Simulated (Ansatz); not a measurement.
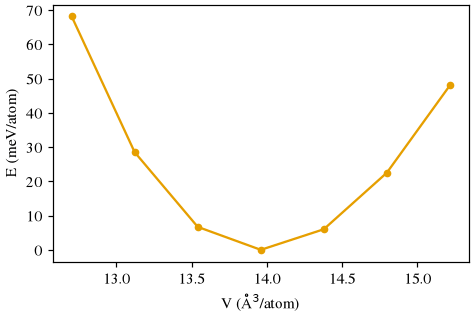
Ba2InOsO6 in space group Fm-3m (No. 225; Ba on 8c, In on 4b, Os on 4a, O on 24e) under volume change, DFT-r²SCAN in the program Ansatz with PAW potentials, shape and atoms relaxed at each volume.

Task: What does a third-order Birch–Murnaghan fit give for V₀, B₀ and B′?

Result: V₀ = 13.96 Å³/atom, B₀ = 161 GPa, B′ = 4.8.

The first step of the workflow began from a Materials Project structure, measured or hypothetical; the Crystallography Open Database copy checked does not list it. Whether it is the stable phase at ambient conditions was not checked. The r²SCAN relaxation kept the symmetry of its start, as lowered by the spin order; whether a distortion lowers the energy is not shown. Spin order of the final state: antiferromagnetic, chosen from 3 collinear starts compared on coarse meshes (ties went to the first, and starts can fall back to one state), not a proven ground state. Other orbital occupations within this spin state were not tried. No Hubbard U is applied. Scalar-relativistic: spin–orbit coupling is off unless named, which matters more the heavier the elements.

Potentials: the later of the program's two PAW sets.
